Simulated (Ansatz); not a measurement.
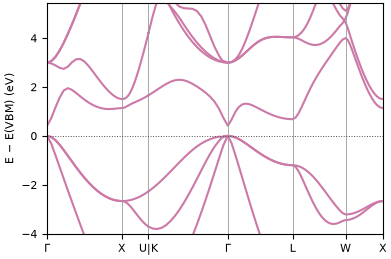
Figure. Band structure from r²SCAN (plane waves, PAW; program Ansatz)

Q: Read off the gap and where the band edges lie.

A: About 0.4 eV (0.42 eV by a search for the band edges); maximum at Γ, minimum at Γ.

Q: Which compound is it?
A) GaSb, zinc blende
B) ZnSe, zinc blende
C) GaAs, zinc blende

A: A, GaSb, zinc blende

Space group F-43m (zinc blende). The cell was relaxed with r²SCAN under the symmetry of its start; of distortions, only those at the zone centre were tested. Scalar-relativistic: spin–orbit coupling is off unless named, which matters more the heavier the elements.

Potentials: the later of the program's two PAW sets.
